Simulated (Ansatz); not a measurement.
# H4OSn: shift of H4 from Sn2 to O1, part 2 of 3

Aim: the minimum-energy path and barrier of the shift of H4 from Sn2 to O1. The ends are relaxed first, then joined by a nudged elastic band. SMILES of the start: [OH][SnH3].

Ansatz 0.2.0; UKS PBE0-D4/def2-SVP. The steps go on from the part before.

### Step 6. The band, image by image

Images 0 and 6 are the ends. Energies count from image 0; the path length is the program's own measure over all atoms.

| image | path (Å) | energy (eV) | H4–Sn2 (Å) | H4–O1 (Å) | band force (eV/Å) |
| --- | --- | --- | --- | --- | --- |
| 0 | 0.000 | 0.0000 | 1.72 | 3.03 | - |
| 1 | 0.717 | 0.5850 | 1.69 | 2.36 | 0.008 |
| 2* | 1.434 | 2.0042 | 1.76 | 1.54 | 0.022 |
| 3 | 2.302 | 0.1817 | 2.55 | 0.97 | 0.009 |
| 4 | 3.170 | 0.0542 | 2.93 | 0.97 | 0.007 |
| 5 | 4.039 | 0.0450 | 2.90 | 0.97 | 0.006 |
| 6 | 4.907 | 0.0447 | 2.81 | 0.97 | - |

The star marks the climbing image.

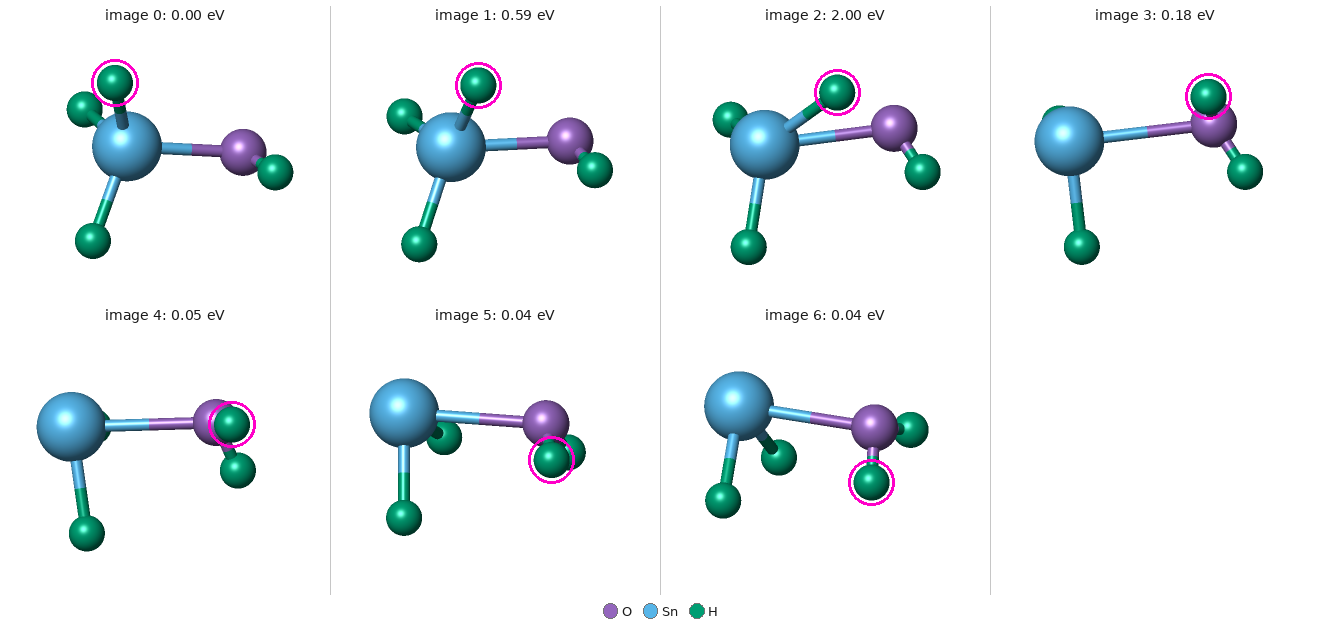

Snapshots along the band, viewed from a free direction. Ringed: H4. Sticks join atoms closer than a bonding distance in each image.

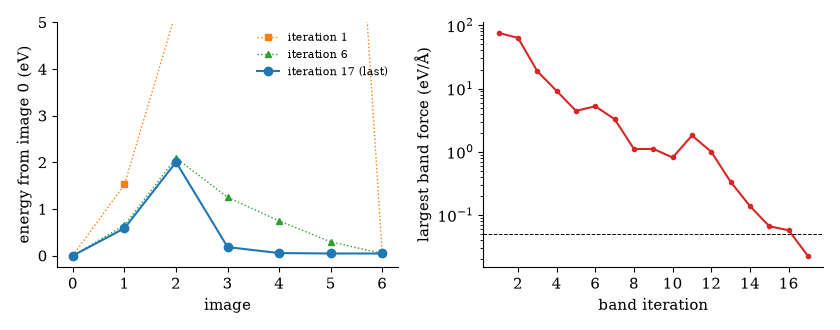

Left: energy of each image for early iterations and the last one (lines only join the points; early values far above the last band run off the scale). Right: the largest band force by iteration, with the threshold dashed.

The top of the band by iteration:

```csv
iteration,highest image above image 0 (eV),largest band force (eV/Å)
1,17.0221,75.784
3,3.7258,18.743
5,2.0454,4.434
7,2.0548,3.272
9,1.7676,1.109
11,1.6526,1.808
13,2.0242,0.333
15,2.0057,0.066
17,2.0042,0.022
```

Positions of all images (Å):

```xyz
6
image=0 dE=0.0000
O     0.928   -0.761    0.947
Sn   -0.282    0.351   -0.178
H     1.159   -1.595    0.524
H    -1.735   -0.517   -0.469
H     0.508    0.723   -1.657
H    -0.535    1.734    0.787
6
image=1 dE=0.5850
O     0.694   -0.849    0.940
Sn   -0.311    0.446   -0.215
H     0.987   -1.570    0.372
H    -1.390   -0.856   -0.173
H     0.573    0.862   -1.637
H    -0.510    1.904    0.667
6
image=2 dE=2.0042
O     0.378   -0.975    0.861
Sn   -0.512    0.582   -0.374
H     1.005   -1.515    0.358
H    -0.968   -1.042    0.124
H     0.620    0.900   -1.644
H    -0.482    1.987    0.629
6
image=3 dE=0.1817
O     0.174   -0.962    0.721
Sn   -0.822    0.789   -0.624
H     0.979   -1.361    0.361
H    -0.560   -1.519    0.420
H     0.710    0.972   -1.512
H    -0.440    2.017    0.588
6
image=4 dE=0.0542
O     0.000   -1.026    0.534
Sn   -1.016    0.947   -0.448
H     0.958   -0.926    0.461
H    -0.215   -1.828    0.042
H     0.460    0.945   -1.469
H    -0.144    1.823    0.834
6
image=5 dE=0.0450
O    -0.054   -1.131    0.412
Sn   -1.107    0.987   -0.187
H     0.798   -0.841    0.765
H     0.164   -1.616   -0.394
H     0.068    0.927   -1.543
H     0.174    1.609    0.901
6
image=6 dE=0.0447
O    -0.057   -1.177    0.290
Sn   -1.096    1.016    0.022
H     0.566   -1.121    1.026
H     0.499   -1.232   -0.499
H    -0.336    0.873   -1.595
H     0.465    1.576    0.711
```

### Step 7. Vibrations at the top

The geometry is the highest inner image of the first converged band.

Contents of input.yaml:

```yaml
crystal:
  periodic: [false, false, false]
  atoms:
    - { symbol: O, position_ang: [0.377784, -0.974978, 0.860838] }
    - { symbol: Sn, position_ang: [-0.511825, 0.58171, -0.373868] }
    - { symbol: H, position_ang: [1.00538, -1.515492, 0.358004] }
    - { symbol: H, position_ang: [-0.967522, -1.042039, 0.124197] }
    - { symbol: H, position_ang: [0.619844, 0.900284, -1.644131] }
    - { symbol: H, position_ang: [-0.481562, 1.986515, 0.62866] }
magnetization:
  spin_polarized: true
basis:
  gaussian: { orbitals: def2-SVP }
hamiltonian:
  xc: pbe0
  dispersion: d4
phonons: {}
```

Run with:

```
ansatz run input.yaml --threads 1 --pin off --max-ram 2048MiB --backend cpu --events-out ev --progress --plain --runs-dir out
```

The program printed (excerpt; [...] marks lines left out):

```text
Warning: RAYON_NUM_THREADS=1 ignored (pool sized by the plan → 1); use --threads N
[...]
Functional definition: PBE0
[...]
732 factors; integrals over basis functions are off by at most 3.5e-4 eV
[...]
mean field -7937.13645648 eV, -291.6843847915 hartree, gradient 3.6e-5 eV, S^2 0.000000; 1 other end points of the search recorded, 0 dependent functions left out
[...]
reference -7937.13648272 eV, -291.6843857555 hartree; 17, 17 occupied and 43, 43 virtual orbitals, 732 factors
[...]
mean field -7937.13640145 eV, -291.6843827690 hartree, gradient 9.7e-7 eV, S^2 0.000000; 0 other end points of the search recorded, 0 dependent functions left out
[...]
reference -7937.13642768 eV, -291.6843837329 hartree; 17, 17 occupied and 43, 43 virtual orbitals, 732 factors
[...]
732 factors; integrals over basis functions are off by at most 3.5e-4 eV
mean field -7937.13642061 eV, -291.6843834731 hartree, gradient 1.5e-6 eV, S^2 0.000000; 0 other end points of the search recorded, 0 dependent functions left out
[...]
```

### Step 8. The output, continued: vibrations at the highest image of the band

Output, continued (excerpt; [...] marks lines left out):

```text
reference -7937.13644685 eV, -291.6843844373 hartree; 17, 17 occupied and 43, 43 virtual orbitals, 732 factors
[...]
732 factors; integrals over basis functions are off by at most 3.5e-4 eV
[...]
mean field -7937.13647801 eV, -291.6843855825 hartree, gradient 2.3e-6 eV, S^2 0.000000; 0 other end points of the search recorded, 0 dependent functions left out
[...]
reference -7937.13650425 eV, -291.6843865468 hartree; 17, 17 occupied and 43, 43 virtual orbitals, 732 factors
[...]
WARN: phonons: modes at or below zero, which the zero-point energy, F, S and C_V leave out: 1, the lowest at -1297.95 cm⁻¹. A minimum has none, and a first-order saddle one
[...]
Atom 2 at     1.005380    -1.515492     0.358004 Å, force    -0.016753     0.006343    -0.005026 eV/Å
Atom 3 at    -0.967522    -1.042039     0.124197 Å, force     0.004639    -0.003749    -0.010864 eV/Å
Atom 4 at     0.619844     0.900284    -1.644131 Å, force     0.000753    -0.003762     0.000579 eV/Å
Atom 5 at    -0.481562     1.986515     0.628660 Å, force     0.001717    -0.019045    -0.013358 eV/Å
Dipole moment:     0.006667     0.002726    -0.340853 e Å
Vibrations: -1297.95 305.72 453.92 461.79 583.53 720.43 757.26 835.56 1786.16 1869.40 1880.57 3826.48 cm⁻¹, zero-point energy 0.835704 eV
```

It took 54 s on 1 thread of Arm Neoverse V2, shared host; peak memory 0.15 GiB.

Of 12 modes, 1 is imaginary by more than 30 cm⁻¹ (1298i cm⁻¹).

### Step 9. The band again, with other settings

crystal.atoms is end A as relaxed above, and neb.final_atoms is end B, turned to lie on A. With 5 inner images the band has 7 in all.

Contents of input.yaml:

```yaml
crystal:
  periodic: [false, false, false]
  atoms:
    - { symbol: O, position_ang: [0.927879, -0.760591, 0.946785] }
    - { symbol: Sn, position_ang: [-0.282476, 0.351443, -0.17845] }
    - { symbol: H, position_ang: [1.159167, -1.594927, 0.524298] }
    - { symbol: H, position_ang: [-1.73541, -0.517019, -0.46915] }
    - { symbol: H, position_ang: [0.507973, 0.722908, -1.657252] }
    - { symbol: H, position_ang: [-0.535034, 1.734187, 0.787469] }
magnetization:
  spin_polarized: true
basis:
  gaussian: { orbitals: def2-SVP }
hamiltonian:
  xc: pbe0
  dispersion: d4
neb:
  order_check: false
  images: 5
  f_tol: 0.05
  max_iterations: 60
  initial_path: linear
  final_atoms:
    - { symbol: O, position_ang: [-0.05671366, -1.17716184, 0.28989639] }
    - { symbol: Sn, position_ang: [-1.09619231, 1.01608475, 0.02201689] }
    - { symbol: H, position_ang: [0.56643755, -1.12050537, 1.02551492] }
    - { symbol: H, position_ang: [0.49931432, -1.23191428, -0.49909996] }
    - { symbol: H, position_ang: [-0.3356021, 0.8731159, -1.59546089] }
    - { symbol: H, position_ang: [0.4648552, 1.57638183, 0.71083265] }
```

Run with:

```
ansatz run input.yaml --threads 1 --pin off --max-ram 2048MiB --backend cpu --events-out ev --progress --plain --runs-dir out
```

The program printed (excerpt; [...] marks lines left out):

```text
Warning: RAYON_NUM_THREADS=1 ignored (pool sized by the plan → 1); use --threads N
[...]
[... 1 set-up line as earlier in the session ...]
[...]
726 factors; integrals over basis functions are off by at most 3.0e-4 eV
[...]
mean field -7939.13866003 eV, -291.7579644145 hartree, gradient 3.3e-5 eV, S^2 0.000000; 0 other end points of the search recorded, 0 dependent functions left out
[...]
reference -7939.13868767 eV, -291.7579654303 hartree; 17, 17 occupied and 43, 43 virtual orbitals, 726 factors
[...]
Atom 2 at     0.562607    -1.738093     0.286307 Å, force     0.002524    -0.005204    -0.008199 eV/Å
Atom 3 at    -1.190561    -0.775729    -0.081551 Å, force     0.005330    -0.002637     0.001857 eV/Å
Atom 4 at     1.013348     0.843791    -1.467397 Å, force     0.007956     0.000549    -0.006195 eV/Å
Atom 5 at    -0.068077     1.988140     0.785218 Å, force    -0.000223    -0.002080    -0.001444 eV/Å
Dipole moment:     0.045074     0.031170    -0.338385 e Å
this run last wrote the band of iteration 15 to <dir>
```

Wall time 2.9 min (1 thread of Arm Neoverse V2, shared host); peak memory 0.15 GiB.

### Step 10. The band, image by image

The 5 inner images lie between the fixed ends 0 and 6. Energy is taken from image 0, and the path length is the program's own coordinate along the band.

| image | path (Å) | energy (eV) | H4–Sn2 (Å) | H4–O1 (Å) | band force (eV/Å) |
| --- | --- | --- | --- | --- | --- |
| 0 | 0.000 | 0.0000 | 1.72 | 3.03 | - |
| 1 | 0.719 | 0.5821 | 1.69 | 2.37 | 0.020 |
| 2* | 1.438 | 2.0041 | 1.76 | 1.54 | 0.018 |
| 3 | 2.307 | 0.1805 | 2.55 | 0.97 | 0.021 |
| 4 | 3.176 | 0.0542 | 2.93 | 0.96 | 0.021 |
| 5 | 4.045 | 0.0450 | 2.90 | 0.97 | 0.013 |
| 6 | 4.913 | 0.0447 | 2.81 | 0.97 | - |

The star marks the climbing image.

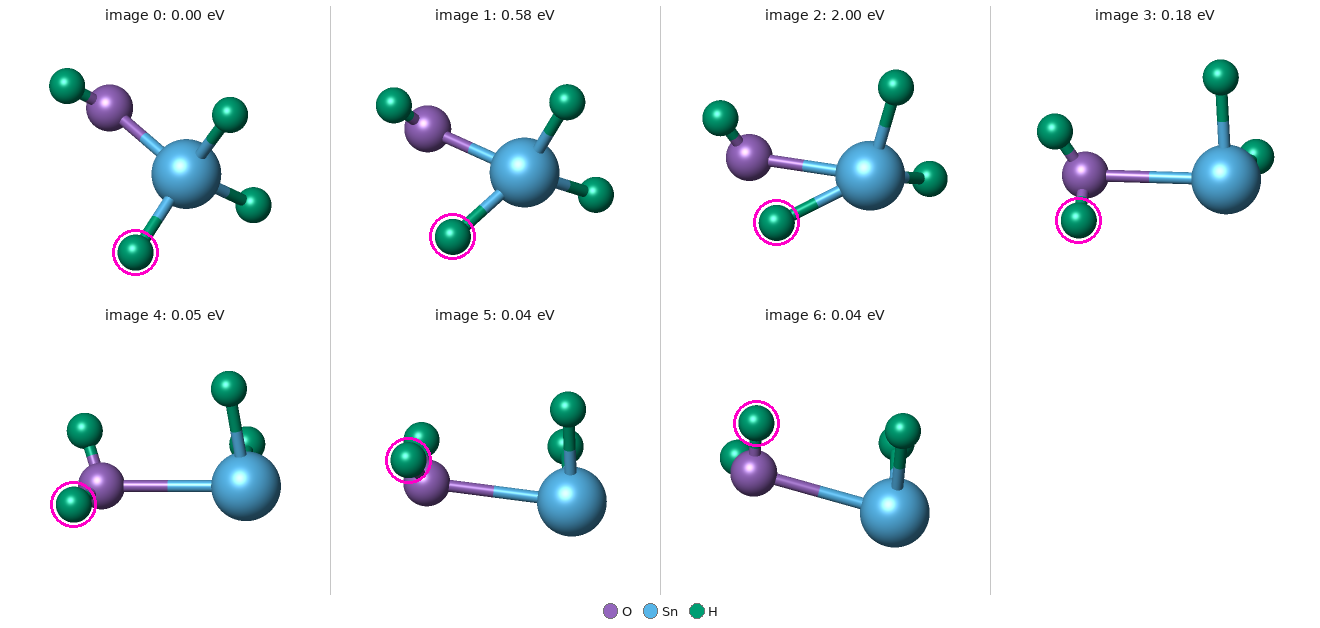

Snapshots along the band, viewed from a free direction. Ringed: H4. Sticks join atoms closer than a bonding distance in each image.

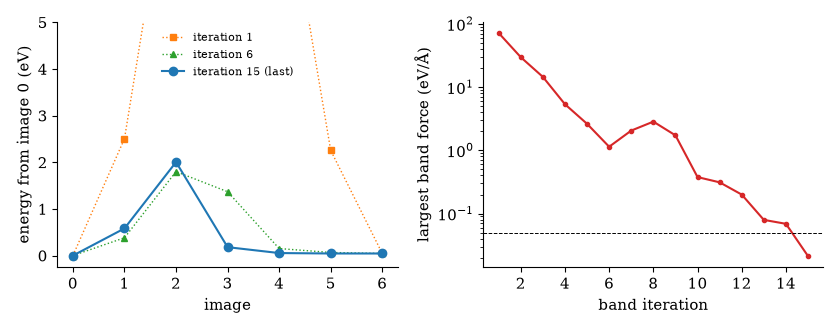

Left: energy of each image for early iterations and the last one (lines only join the points; early values far above the last band run off the scale). Right: the largest band force by iteration, with the threshold dashed.

### Step 11. The band again, with other settings

crystal.atoms is end A as relaxed above, and neb.final_atoms is end B, turned to lie on A. With 5 inner images the band has 7 in all. The start path is listed, through a guess of the saddle.

Edit input.yaml of step 9 so:

```diff
@@ -19,5 +19,4 @@
   images: 5
-  f_tol: 0.05
+  f_tol: 0.2
   max_iterations: 60
-  initial_path: linear
   final_atoms:
@@ -29 +28,10 @@
     - { symbol: H, position_ang: [0.4648552, 1.57638183, 0.71083265] }
+  initial_path:
+    images:
+      - { positions_ang: [[0.927879, -0.760591, 0.946785], [-0.282476, 0.351443, -0.17845], [1.159167, -1.594927, 0.524298], [-1.73541, -0.517019, -0.46915], [0.507973, 0.722908, -1.657252], [-0.535034, 1.734187, 0.787469]] }
+      - { positions_ang: [[0.79496004, -0.82128053, 0.91173242], [-0.32393479, 0.36725657, -0.24688514], [1.0085477, -1.61150248, 0.42117338], [-1.35856531, -0.53892786, -0.18032568], [0.57900389, 0.77731312, -1.65602306], [-0.65791253, 1.76314217, 0.70402809]] }
+      - { positions_ang: [[0.66204109, -0.88197005, 0.87667983], [-0.36539358, 0.38307013, -0.31532028], [0.85792839, -1.62807796, 0.31804876], [-0.98172063, -0.56083672, 0.10849864], [0.65003478, 0.83171825, -1.65479413], [-0.78079105, 1.79209735, 0.62058719]] }
+      - { positions_ang: [[0.52912213, -0.94265958, 0.84162725], [-0.40685237, 0.3988837, -0.38375543], [0.70730909, -1.64465344, 0.21492413], [-0.60487594, -0.58274558, 0.39732296], [0.72106567, 0.88612337, -1.65356519], [-0.90366958, 1.82105252, 0.53714628]] }
+      - { positions_ang: [[0.33384353, -1.020827, 0.65771696], [-0.63663235, 0.60461738, -0.24849799], [0.66035191, -1.46993742, 0.48512106], [-0.23681252, -0.79913514, 0.09851532], [0.36884308, 0.88178755, -1.63419709], [-0.44749465, 1.73949562, 0.59504174]] }
+      - { positions_ang: [[0.13856494, -1.09899442, 0.47380667], [-0.86641233, 0.81035107, -0.11324055], [0.61339473, -1.29522139, 0.75531799], [0.1312509, -1.01552471, -0.20029232], [0.01662049, 0.87745173, -1.61482899], [0.00868027, 1.65793873, 0.65293719]] }
+      - { positions_ang: [[-0.05671366, -1.17716184, 0.28989639], [-1.09619231, 1.01608475, 0.02201689], [0.56643755, -1.12050537, 1.02551492], [0.49931432, -1.23191428, -0.49909996], [-0.3356021, 0.8731159, -1.59546089], [0.4648552, 1.57638183, 0.71083265]] }
```

Run with:

```
ansatz run input.yaml --threads 1 --pin off --max-ram 2048MiB --backend cpu --events-out ev --progress --plain --runs-dir out
```

The program printed (excerpt; [...] marks lines left out):

```text
Warning: RAYON_NUM_THREADS=1 ignored (pool sized by the plan → 1); use --threads N
[...]
[... 1 set-up line as earlier in the session ...]
[...]
726 factors; integrals over basis functions are off by at most 3.0e-4 eV
[...]
mean field -7939.13866003 eV, -291.7579644145 hartree, gradient 3.3e-5 eV, S^2 0.000000; 0 other end points of the search recorded, 0 dependent functions left out
[...]
reference -7939.13868767 eV, -291.7579654303 hartree; 17, 17 occupied and 43, 43 virtual orbitals, 726 factors
[...]
Atom 2 at     0.990540    -1.507214     0.339352 Å, force     0.022450    -0.063241     0.004082 eV/Å
Atom 3 at    -0.961413    -1.022688     0.135155 Å, force    -0.129081    -0.181349    -0.036127 eV/Å
Atom 4 at     0.632226     0.889974    -1.640910 Å, force     0.047237     0.019319    -0.015041 eV/Å
Atom 5 at    -0.499759     1.972421     0.628563 Å, force     0.040822     0.080913     0.038568 eV/Å
Dipole moment:     0.016831     0.010733    -0.343592 e Å
this run last wrote the band of iteration 15 to <dir>
```

Run time: 2.9 min. Hardware: 1 thread of Arm Neoverse V2, shared host; peak memory 0.15 GiB.

### Step 12. What the band shows

The 5 inner images lie between the fixed ends 0 and 6. Energy is taken from image 0, and the path length is the program's own coordinate along the band.

| image | path (Å) | energy (eV) | H4–Sn2 (Å) | H4–O1 (Å) | band force (eV/Å) |
| --- | --- | --- | --- | --- | --- |
| 0 | 0.000 | 0.0000 | 1.72 | 3.03 | - |
| 1 | 0.719 | 0.5768 | 1.69 | 2.37 | 0.032 |
| 2* | 1.438 | 2.0089 | 1.74 | 1.52 | 0.166 |
| 3 | 2.310 | 0.1868 | 2.54 | 0.97 | 0.048 |
| 4 | 3.181 | 0.0544 | 2.93 | 0.96 | 0.053 |
| 5 | 4.052 | 0.0450 | 2.90 | 0.97 | 0.012 |
| 6 | 4.924 | 0.0447 | 2.81 | 0.97 | - |

The star marks the climbing image.

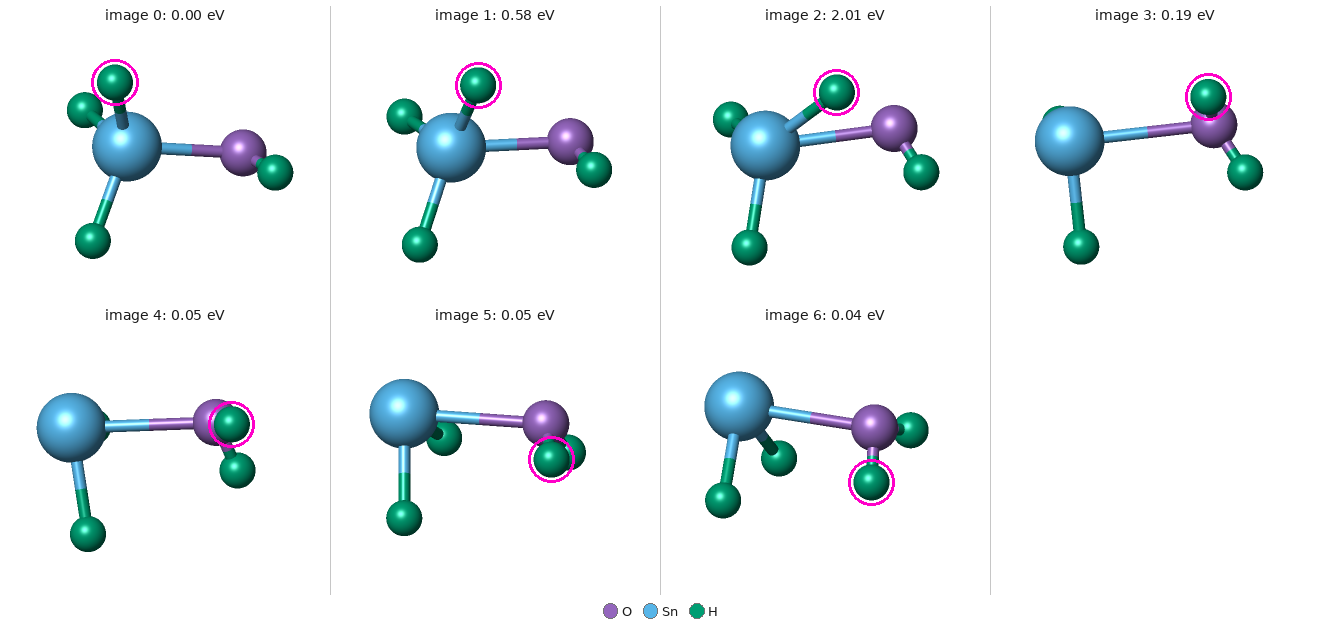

The images of the last band, seen from a free direction. Ringed: H4. Sticks join atoms closer than a bonding distance in each image.

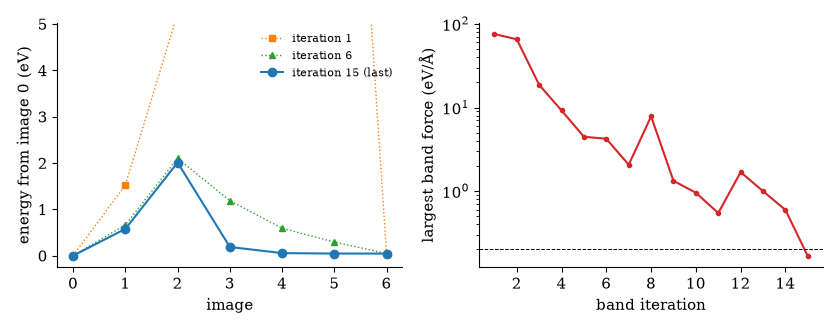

Left: energy of each image for early iterations and the last one (lines only join the points; early values far above the last band run off the scale). Right: the largest band force by iteration, with the threshold dashed.

### Step 13. A trajectory let go at the top

It starts at the highest inner image of the first converged band: 200 steps of 0.5 fs at constant energy, with velocities drawn for 300 K.

Contents of input.yaml:

```yaml
crystal:
  periodic: [false, false, false]
  atoms:
    - { symbol: O, position_ang: [0.377784, -0.974978, 0.860838] }
    - { symbol: Sn, position_ang: [-0.511825, 0.58171, -0.373868] }
    - { symbol: H, position_ang: [1.00538, -1.515492, 0.358004] }
    - { symbol: H, position_ang: [-0.967522, -1.042039, 0.124197] }
    - { symbol: H, position_ang: [0.619844, 0.900284, -1.644131] }
    - { symbol: H, position_ang: [-0.481562, 1.986515, 0.62866] }
magnetization:
  spin_polarized: true
basis:
  gaussian: { orbitals: def2-SVP }
hamiltonian:
  xc: pbe0
  dispersion: d4
md:
  timestep: 0.5
  n_steps: 200
  ensemble: nve
  temperature: 300.0
  initial_velocities: maxwell_boltzmann
  seed: 8038
```

Run with:

```
ansatz run input.yaml --threads 1 --pin off --max-ram 2048MiB --backend cpu --events-out ev --progress --plain --runs-dir out
```

The program printed (excerpt; [...] marks lines left out):

```text
Warning: RAYON_NUM_THREADS=1 ignored (pool sized by the plan → 1); use --threads N
[...]
[... 1 set-up line as earlier in the session ...]
[...]
732 factors; integrals over basis functions are off by at most 3.5e-4 eV
[...]
mean field -7937.13645648 eV, -291.6843847915 hartree, gradient 3.6e-5 eV, S^2 0.000000; 1 other end points of the search recorded, 0 dependent functions left out
[...]
reference -7937.13648272 eV, -291.6843857555 hartree; 17, 17 occupied and 43, 43 virtual orbitals, 732 factors
[...]
md step    75: t =    37.50 fs  T =  1905.2 K  F+E_penalty+E_count = -7938.02727377 eV  E_kin = 0.985083 eV  conserved = -7937.04219029 eV  (31 SCF iters, 3 dispersion substeps)
[...]
md step    98: t =    49.00 fs  T =  1156.1 K  F+E_penalty+E_count = -7937.63963256 eV  E_kin = 0.597730 eV  conserved = -7937.04190223 eV  (31 SCF iters, 3 dispersion substeps)
md step    99: t =    49.50 fs  T =  1240.7 K  F+E_penalty+E_count = -7937.68342144 eV  E_kin = 0.641493 eV  conserved = -7937.04192865 eV  (31 SCF iters, 3 dispersion substeps)
```

(Part 2 of 3 ends here.)
